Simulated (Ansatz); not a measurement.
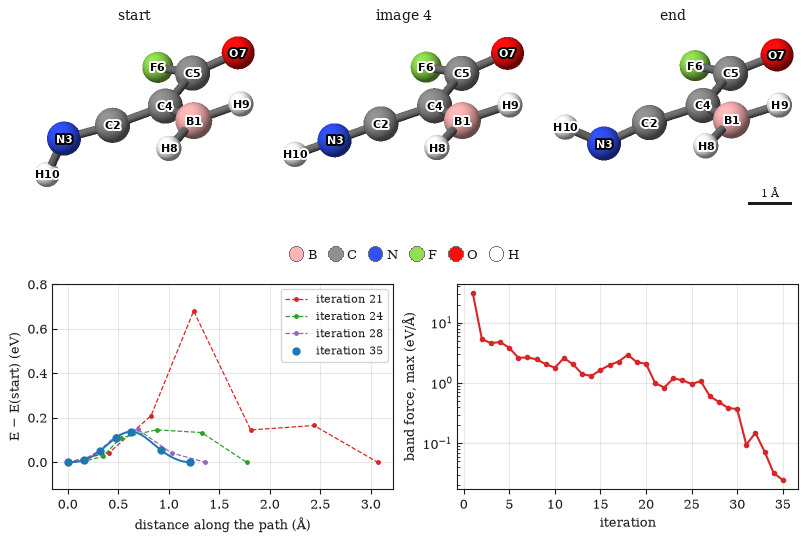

NEB run on C₃H₃BFNO. Images are numbered from 0 (start) to 6 (end). The plot follows the band through its iterations. Style: ball-and-stick. Shown from a free direction.

Computed with RKS r2SCAN/def2-SVP (Ansatz). Set-up: 5 movable images; climbing image; force threshold 0.03 eV/Å; iteration limit 60; starting path through a guess of the saddle point.

Q: Did the band converge, and can the barrier be trusted?

A: The result is final at these settings. The band converged in 35 iterations. The largest component of the band force went from 31 to 0.024 eV/Å. The climbing image converged on the top of the path. Its vibrational analysis gives one imaginary mode (490i cm⁻¹), as a transition state must have. The first iteration put the highest image at 10.151 eV. The barrier is about 0.138 eV in both directions, with image 4 at the top; the ends have the same energy.
